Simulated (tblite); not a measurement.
# C₈H₈: molecular dynamics (part 1 of 3)

- system: C₈H₈
- method: GFN2-xTB Langevin dynamics, gas phase (tblite 0.8.0)

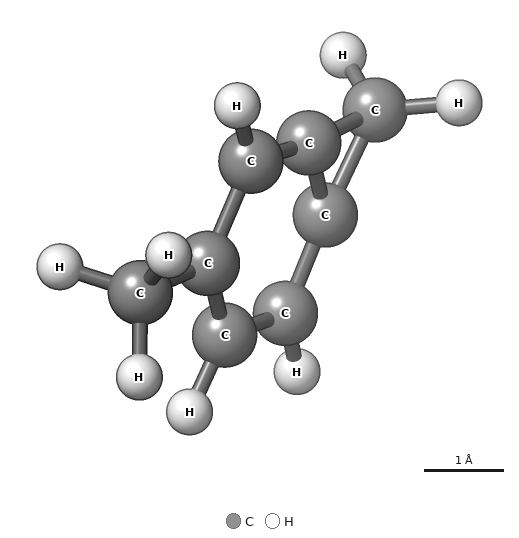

Fig. 1: The starting structure (ball-and-stick view, seen at a tilt). Bond lengths as drawn: C–C 1.35 to 1.50 Å and C–H 1.08 to 1.09 Å.

## Summary

| quantity | value |
| --- | --- |
| outcome | finished |
| mean temperature over the second half | 287 K |
| trajectory | 41 frames kept, 1000 fs |
| hardware | 1 CPU thread, shared host |
| wall time | 17 s |
| peak memory | 0.18 GiB |

## The input
```
{"job": {"kind": "md", "xc": "GFN2-xTB", "basis": "xTB", "temperature": 300, "steps": 2000, "every": 50}, "charge": 0, "multiplicity": 1}
C      2.400000    -0.551480    -0.202627
C      0.959082    -0.152480    -0.069524
C      0.610245     1.189035    -0.037800
C     -0.718942     1.647935     0.067785
C     -1.622313     0.640785     0.132922
C     -1.287017    -0.697335     0.100166
C     -0.023074    -1.170794     0.001190
C     -2.729365    -0.350002     0.221484
H      2.643088    -0.730317    -1.250989
H      3.059776     0.229297     0.168261
H      2.598346    -1.469338     0.347050
H      1.399527     1.925025    -0.095660
H     -0.948564     2.703085     0.092051
H      0.255597    -2.214514    -0.023587
H     -3.226200    -0.498254     1.174694
H     -3.377784    -0.491702    -0.636829
```

The first line tells a small driver script what to run in tblite; the rest is the geometry in Å.

Command:
```bash
OMP_NUM_THREADS=1 python <driver script> task.json out
```

## What the program printed
```
t/fs     T/K      E/eV
    0.0   244.0   -574.36485
   25.0    87.7   -573.97938
   50.0   179.7   -574.07636
   75.0   205.0   -574.00400
  100.0   241.6   -573.94393
  125.0   270.9   -573.99872
  150.0   228.7   -573.90211
  175.0   248.1   -573.92116
  200.0   176.4   -573.68368
  225.0   277.8   -573.72234
  250.0   233.6   -573.76148
  275.0   357.9   -573.99147
  300.0   294.8   -573.87769
  325.0   266.2   -573.89155
  350.0   384.8   -573.97098
  375.0   298.3   -573.75948
  400.0   316.1   -573.93243
  425.0   197.4   -573.74802
  450.0   256.9   -573.80965
  475.0   324.6   -573.88368
  500.0   281.6   -573.77208
  525.0   320.7   -573.84541
  550.0   293.9   -573.79275
  575.0   300.0   -573.99468
  600.0   268.3   -573.92424
  625.0   355.1   -573.90571
  650.0   261.7   -573.89337
  675.0   199.2   -573.73623
  700.0   302.2   -573.84515
  725.0   276.0   -573.89183
  750.0   157.8   -573.78875
  775.0   336.4   -574.04167
  800.0   208.6   -573.68959
  825.0   309.9   -573.96243
  850.0   173.9   -573.86303
  875.0   318.2   -573.87732
  900.0   299.2   -573.73490
  925.0   378.9   -573.87637
  950.0   365.7   -573.82508
  975.0   360.7   -573.85484
 1000.0   250.3   -573.83558
```

## Trajectory as extended XYZ (Å, eV, eV/Å), 41 frames, from step=0 to step=40
```
16
Properties=species:S:1:pos:R:3:forces:R:3 step=0 time_fs=0.0 energy=-574.36485 temperature=244.0
C     2.4000   -0.5515   -0.2026   -0.0042   0.0000  -0.0002
C     0.9591   -0.1525   -0.0695   -0.0013   0.0015   0.0015
C     0.6102    1.1890   -0.0378    0.0031   0.0031   0.0001
C    -0.7189    1.6479    0.0678    0.0002   0.0006  -0.0011
C    -1.6223    0.6408    0.1329    0.0033   0.0000   0.0016
C    -1.2870   -0.6973    0.1002    0.0010  -0.0023  -0.0004
C    -0.0231   -1.1708    0.0012    0.0012  -0.0032  -0.0009
C    -2.7294   -0.3500    0.2215    0.0028   0.0008  -0.0006
H     2.6431   -0.7303   -1.2510   -0.0028  -0.0007   0.0022
H     3.0598    0.2293    0.1683   -0.0047  -0.0005  -0.0054
H     2.5983   -1.4693    0.3471   -0.0024   0.0029   0.0003
H     1.3995    1.9250   -0.0957    0.0066   0.0028   0.0016
H    -0.9486    2.7031    0.0921    0.0000   0.0017   0.0013
H     0.2556   -2.2145   -0.0236    0.0039  -0.0040   0.0018
H    -3.2262   -0.4983    1.1747   -0.0053  -0.0010  -0.0083
H    -3.3778   -0.4917   -0.6368   -0.0014  -0.0015   0.0065
16
Properties=species:S:1:pos:R:3:forces:R:3 step=1 time_fs=25.0 energy=-573.97938 temperature=87.7
C     2.3781   -0.5812   -0.1079    0.4380  -0.1177  -2.5266
C     0.9367   -0.1654   -0.1178    0.4989   0.8947   0.3983
C     0.5825    1.1849   -0.0861    0.4585  -0.8225   0.2979
C    -0.7503    1.5901    0.0392    0.0109   0.2677   0.0126
C    -1.6179    0.5700    0.1097    0.2854   0.0896  -0.2471
C    -1.2948   -0.7896    0.0347   -2.2514   1.6169   0.4283
C    -0.0322   -1.1675   -0.0477    1.2911  -1.5054  -0.4273
C    -2.7252   -0.3309    0.2531   -1.4664  -1.9965   0.3141
H     2.7549   -0.5530   -1.2384   -0.5218  -0.0736   2.0991
H     2.9727    0.1327    0.4413    0.2106  -0.0797   0.1242
H     2.5303   -1.6162    0.2369   -0.1136   0.6116  -0.0265
H     1.3699    1.9122   -0.0355    0.1227   0.2351  -0.2004
H    -1.0291    2.6180    0.1092   -0.0201   0.5014  -0.0079
H     0.3256   -2.1820   -0.1259   -0.1499  -0.3458   0.1314
H    -3.2081   -0.5347    1.2430    0.5983   0.3225  -0.6241
H    -3.4720   -0.5436   -0.5414    0.6089   0.4019   0.2539
16
Properties=species:S:1:pos:R:3:forces:R:3 step=2 time_fs=50.0 energy=-574.07636 temperature=179.7
C     2.3664   -0.5109   -0.0482   -0.3004  -0.0754  -0.7741
C     0.8590   -0.2101   -0.0727    1.6075   0.3101   0.0495
C     0.5261    1.1453   -0.0137   -0.9410  -0.6080  -0.0554
C    -0.8160    1.5888    0.0567   -0.1596   0.6149  -0.4327
C    -1.7551    0.5883    0.0866    1.2909   0.6798   0.0049
C    -1.3419   -0.7197    0.0754    0.3730  -1.1826  -0.1384
C    -0.0908   -1.2436   -0.0854   -0.3600   0.4452   0.5644
C    -2.7813   -0.4705    0.2170   -0.7327  -0.3981   1.2766
H     2.8101   -0.4085   -1.0990   -0.5305  -0.1766   1.4535
H     2.8280    0.2269    0.6224    0.0865  -0.3679  -0.3798
H     2.5636   -1.5294    0.3414   -0.0925   0.6195  -0.3714
H     1.3218    1.8682   -0.0196    0.0078   0.1126   0.0034
H    -1.0125    2.6725   -0.0124   -0.0725  -0.6586   0.2533
H     0.1927   -2.2941   -0.0873   -0.1675   0.3156  -0.0946
H    -3.2859   -0.6415    1.1977    0.5308   0.2127  -0.5412
H    -3.4263   -0.7574   -0.5746   -0.5397   0.1568  -0.8181
16
Properties=species:S:1:pos:R:3:forces:R:3 step=3 time_fs=75.0 energy=-574.00400 temperature=205.0
C     2.3123   -0.4237   -0.0199   -1.7179  -0.0755   2.3707
C     0.7949   -0.1832    0.0185    1.2640   0.2647  -0.4602
C     0.4248    1.1491   -0.0156   -0.0289   0.8898  -0.0674
C    -0.9129    1.5756    0.0422    0.1211  -0.9037   0.0884
C    -1.7675    0.5140    0.1606   -0.3655   0.5934  -0.2977
C    -1.4383   -0.8087    0.0693    1.4808  -0.5659  -0.0710
C    -0.1230   -1.2476   -0.0452   -1.0095   0.6157   0.6632
C    -2.8889   -0.4772    0.1766    1.1358   0.5255  -0.0942
H     2.6809   -0.2441   -0.9573    0.8773   0.3702  -2.2885
H     2.8471    0.2185    0.6963   -0.3569  -0.1492  -0.1986
H     2.4647   -1.4393    0.2651    0.4208  -0.7653   0.1069
H     1.2012    1.9330   -0.1139   -0.4668  -0.6717   0.1982
H    -1.1436    2.6136   -0.0102   -0.3482   0.4112   0.0761
H     0.2362   -2.2625   -0.0548   -0.1845  -0.1360  -0.1284
H    -3.4276   -0.6538    1.0538   -0.3432  -0.2818   1.6681
H    -3.5675   -0.5528   -0.6174   -0.4785  -0.1216  -1.5656
16
Properties=species:S:1:pos:R:3:forces:R:3 step=4 time_fs=100.0 energy=-573.94393 temperature=241.6
C     2.2652   -0.3940   -0.0143   -1.5226  -1.2018   2.2048
C     0.7731   -0.1301   -0.0599   -0.5255   1.3558   1.2641
C     0.2995    1.1875    0.0196    0.2314  -0.9537  -0.0175
C    -1.0607    1.5489    0.1033    1.1847   2.6762   0.2624
C    -1.8686    0.5164    0.2054   -1.4590  -1.7868  -0.2574
C    -1.4546   -0.8134    0.1413   -1.6113   0.8783  -0.1626
C    -0.1749   -1.1837    0.0625    1.2049  -0.9624  -0.9688
C    -2.9453   -0.5094    0.1397    0.7363   0.0364  -0.4195
H     2.7054   -0.0805   -0.8865    1.0900   0.4808  -1.9762
H     2.8138    0.0629    0.8386   -0.7099  -0.0621  -0.4483
H     2.2981   -1.4789    0.1325    0.6598   0.1283  -0.2844
H     1.0155    1.9666    0.0474    0.5823   0.5886  -0.1589
H    -1.3047    2.6433    0.1892    0.0121  -1.1830  -0.2278
H     0.1572   -2.2156   -0.0879   -0.0787   0.2249   0.3003
H    -3.4868   -0.7143    1.0341   -0.3515  -0.1662   0.5188
H    -3.5626   -0.6068   -0.7699    0.5570  -0.0533   0.3711
16
Properties=species:S:1:pos:R:3:forces:R:3 step=5 time_fs=125.0 energy=-573.99872 temperature=270.9
C     2.1379   -0.4146   -0.0650    0.5018   0.6165  -1.0222
C     0.6913   -0.1067    0.0540   -0.0370   0.0562  -0.1329
C     0.2658    1.2057    0.1321   -0.8942  -0.1075   0.1618
C    -1.1005    1.5626    0.2302   -0.6035  -0.4436  -0.6286
C    -1.9576    0.4821    0.1578    0.8439   2.2534   0.4398
C    -1.4813   -0.7875    0.1540   -0.8040  -0.9344   0.0952
C    -0.2235   -1.1794    0.0593    1.3351  -0.2054   0.2908
C    -2.9243   -0.6260    0.1378   -2.6029  -0.8152  -0.9707
H     2.5916    0.1414   -0.9648   -0.5484  -1.1953   1.1458
H     2.6550   -0.0658    0.8034    0.4274   0.4022   0.5514
H     2.2523   -1.4925   -0.0631    0.3454  -0.0076  -0.5984
H     1.0024    1.9784    0.1432    0.2502   0.3406  -0.0226
H    -1.4190    2.6000    0.2024    0.0971  -0.1506   0.2078
H     0.0938   -2.1952    0.0882    0.3135  -0.5398  -0.1608
H    -3.6232   -0.8861    0.9769    0.9266   0.3492  -0.5775
H    -3.4284   -0.8508   -0.8648    0.4491   0.3811   1.2211
16
Properties=species:S:1:pos:R:3:forces:R:3 step=6 time_fs=150.0 energy=-573.90211 temperature=228.7
C     2.1534   -0.3814   -0.1520    0.4052   2.5242  -0.1997
C     0.6983   -0.0829    0.1398   -0.7285  -0.3412  -0.6430
C     0.2024    1.2218    0.3292   -0.2157  -0.0544  -1.0302
C    -1.2084    1.5108    0.3139    0.8017  -2.2997   0.1576
C    -1.9978    0.3791    0.1722    0.9242   2.2698  -0.1240
C    -1.5164   -0.8820   -0.0065   -0.4058  -0.4859   0.6764
C    -0.1977   -1.2078    0.0413    0.2881   0.4182   0.1125
C    -3.0290   -0.6654    0.1107   -0.1038  -0.9816  -0.5044
H     2.5451    0.3035   -1.0101   -0.7883  -1.3019   1.1315
H     2.7585   -0.0638    0.7039    0.0188  -0.2097   0.0093
H     2.3403   -1.4087   -0.3587    0.0110  -0.4891  -0.2510
H     0.9292    2.0746    0.2817   -0.8171  -0.9087   0.3188
H    -1.5757    2.4766    0.4710   -0.3439   1.1466   0.1406
H     0.1839   -2.2249    0.0166    0.0091   0.2219  -0.1808
H    -3.5333   -0.9420    1.0585    0.2661   0.0742  -0.6980
H    -3.6470   -0.8582   -0.8159    0.6788   0.4173   1.0843
16
Properties=species:S:1:pos:R:3:forces:R:3 step=7 time_fs=175.0 energy=-573.92116 temperature=248.1
C     2.0856   -0.2600   -0.1159    1.7344  -0.7298   0.1360
C     0.6764   -0.1234    0.1072   -2.1303   0.5068  -0.0612
C     0.1576    1.1380    0.3436    0.1956   0.3630   0.6139
C    -1.2277    1.4200    0.4599    1.6393   0.6720  -0.2656
C    -1.9917    0.3938    0.1406   -1.0867  -2.7967  -0.0308
C    -1.4946   -0.9145    0.0056   -1.3408   0.9046  -0.1628
C    -0.1840   -1.2179   -0.0112   -0.0330  -2.0927  -0.6712
C    -3.0012   -0.7328    0.0841    2.1229   0.9568   0.0254
H     2.3585    0.4493   -0.8527    0.6609   0.9408  -0.5700
H     2.5790   -0.0536    0.8255    0.6119  -0.0229   0.0255
H     2.4060   -1.2206   -0.5218   -0.2009  -0.1686   0.3702
H     0.8751    1.9349    0.5521   -0.2914  -0.1278  -0.2265
H    -1.5458    2.4013    0.6571   -0.3835   1.0421   0.2460
H     0.2111   -2.2622   -0.2074   -0.3791   1.2589   0.3978
H    -3.4225   -0.9399    1.0278   -0.7479  -0.5039   0.7209
H    -3.6085   -0.8278   -0.7785   -0.3713  -0.2026  -0.5475
16
Properties=species:S:1:pos:R:3:forces:R:3 step=8 time_fs=200.0 energy=-573.68368 temperature=176.4
C     2.1304   -0.2269   -0.1136   -1.1351  -1.2566   0.5238
C     0.6430   -0.1538    0.0834   -1.5201  -0.9703   0.0847
C     0.1459    1.0777    0.4267   -2.2539  -0.2202  -0.4786
C    -1.2764    1.4556    0.4717    1.1135  -0.9151   0.2005
C    -2.0410    0.3519    0.3304    0.3370  -1.0308  -0.1891
C    -1.5491   -0.9588    0.0367    2.2119   1.0648   0.1917
C    -0.2727   -1.3137   -0.1374    0.9519   2.9757   0.6924
C    -2.9526   -0.8068    0.0482   -1.2825   0.3988   1.4512
H     2.3603    0.5133   -0.8150    0.7975   1.4475  -0.5475
H     2.6244   -0.1413    0.8532    0.2615   0.0190  -0.3770
H     2.3474   -1.1427   -0.6309    0.4127  -0.7339   0.2416
H     0.8389    1.8352    0.5911    0.9745   1.2148   0.1851
H    -1.5996    2.5004    0.6195    0.2235  -0.8434  -0.0061
H     0.0920   -2.2586   -0.3683    0.5612  -1.2619  -0.4002
H    -3.4859   -1.3108    0.8476   -0.3501   0.2968   0.0202
H    -3.4099   -0.7583   -0.8782   -1.3035  -0.1850  -1.5926
16
Properties=species:S:1:pos:R:3:forces:R:3 step=9 time_fs=225.0 energy=-573.72234 temperature=277.8
C     2.1281   -0.3089   -0.1129    0.2240   1.1424  -1.1168
C     0.6781   -0.1124    0.1397   -2.1389  -1.0929  -1.0437
C     0.1237    1.0977    0.4627   -1.1094   0.6756   0.0599
C    -1.3107    1.3345    0.5115   -0.3475  -0.7537   0.3728
C    -2.1277    0.2321    0.4291    3.3203   0.4216  -0.4919
C    -1.5378   -1.0446    0.0846   -1.3805   1.5907   0.0127
C    -0.2323   -1.2415   -0.1952    0.6325   1.2763   0.8703
C    -3.0576   -0.8053    0.0462    0.4798  -1.2834  -0.4276
H     2.5196    0.5190   -0.8545   -0.5255  -1.4610   1.5330
H     2.6024   -0.2274    0.8679    0.5124  -0.1773  -0.5093
H     2.2421   -1.2816   -0.6103    0.4510   0.3669   0.4399
H     0.7787    1.9653    0.6131   -0.3423  -0.4114  -0.0372
H    -1.7535    2.3198    0.6744    0.5388  -0.1484  -0.0521
H     0.2225   -2.1422   -0.5775   -0.1795  -0.1270   0.0215
H    -3.6081   -1.2552    0.8780   -0.1502  -0.0049  -0.5919
H    -3.5107   -0.7910   -0.9703    0.0148  -0.0134   0.9604
16
Properties=species:S:1:pos:R:3:forces:R:3 step=10 time_fs=250.0 energy=-573.76148 temperature=233.6
C     1.9994   -0.3200   -0.0124    0.6056   1.9121  -2.3377
C     0.5322   -0.1085    0.0441   -0.3369   0.2188   0.0362
C    -0.0149    1.1213    0.4184    0.9107   1.1878   0.8112
C    -1.3866    1.3529    0.6763    0.1441  -0.9358  -0.5491
C    -2.1358    0.2066    0.4721   -0.0302  -0.3158  -0.9259
C    -1.5836   -0.9657    0.0136   -0.7560  -0.5939  -0.4844
C    -0.2515   -1.2350   -0.2346   -0.7221  -0.2117   0.2707
C    -3.1217   -0.9308    0.0610    1.4370   1.3088   0.2452
H     2.4910    0.5481   -0.6355   -0.6519  -1.4694   1.1991
H     2.3414   -0.2764    0.9820    0.8718  -0.1110   0.9465
H     2.2393   -1.2497   -0.5258    0.1282   0.0932   0.2919
H     0.7324    1.9767    0.6306   -1.2611  -1.3341  -0.4341
H    -1.7515    2.3331    0.9466   -0.0421  -0.1535   0.0641
H     0.2953   -2.1674   -0.5210   -1.1249   0.7437   0.1340
H    -3.5723   -1.4101    0.9278   -0.1706  -0.1002  -0.4476
H    -3.7684   -0.8062   -0.8611    0.9983  -0.2390   1.1798
16
Properties=species:S:1:pos:R:3:forces:R:3 step=11 time_fs=275.0 energy=-573.99147 temperature=357.9
C     2.0146   -0.2335    0.0705   -1.4862   0.2903   0.8087
C     0.4840   -0.1499    0.0905    0.1494  -0.5253  -0.1746
C    -0.0620    1.0478    0.4776   -0.9272   0.3264   0.2635
C    -1.4352    1.2639    0.7339    0.4441  -0.1851  -0.0346
C    -2.1607    0.1994    0.3958   -1.8594  -0.7887   0.2343
C    -1.7042   -0.9712   -0.1307    1.6731  -0.6501   0.0347
C    -0.3776   -1.2521   -0.1927    0.4232   0.3569  -0.4339
C    -3.1401   -0.9357    0.1578    0.1347   1.3989  -1.2255
H     2.3316    0.7243   -0.2847    0.5477   0.4326  -0.2970
H     2.3238   -0.3018    1.1331    0.1386  -0.3563  -0.7249
H     2.3899   -1.0136   -0.5646    0.1237  -0.3456   0.1046
H     0.5071    1.9169    0.6264    1.1415   0.6891   0.2301
H    -1.8355    2.1387    1.1837    0.0076   0.6565   0.1409
H     0.0390   -2.1656   -0.5551    0.1930  -0.5073   0.0050
H    -3.5159   -1.5307    0.9389   -0.5434  -0.4024   0.8046
H    -3.7838   -0.7486   -0.7033   -0.1604  -0.3900   0.2640
16
Properties=species:S:1:pos:R:3:forces:R:3 step=12 time_fs=300.0 energy=-573.87769 temperature=294.8
C     1.9077   -0.2163    0.0859   -0.1762  -2.2716   0.4709
C     0.4033   -0.1189    0.1482    0.3214  -2.1798  -0.3538
C    -0.1311    1.0417    0.6074   -0.6740   0.4210  -0.1324
C    -1.5012    1.2329    0.7236   -0.7793   0.5871   0.2499
C    -2.2086    0.1630    0.3656   -1.5348   0.6195   0.2848
C    -1.7667   -1.0380   -0.0610    1.7672  -1.1656   0.2394
C    -0.4208   -1.2795   -0.1707   -0.4749   1.8512   0.3750
C    -3.2223   -0.8964    0.2490    0.3051  -0.1130  -0.0520
H     2.3242    0.7280    0.1168    0.7632   2.0128  -0.2524
H     2.3587   -0.7121    1.0088   -0.7657   0.0532  -1.1679
H     2.2374   -0.7350   -0.8355   -0.1244   0.1022   0.6759
H     0.4396    1.8857    0.8609    1.0572   0.6547   0.2367
H    -1.9939    2.1159    1.0705    0.2273   0.5744   0.2284
H    -0.0434   -2.1866   -0.5315    0.7892  -0.9263  -0.2492
H    -3.6825   -1.2810    1.1409    0.1448  -0.3503   0.2915
H    -3.8545   -0.9298   -0.5926   -0.8460   0.1306  -0.8447
```
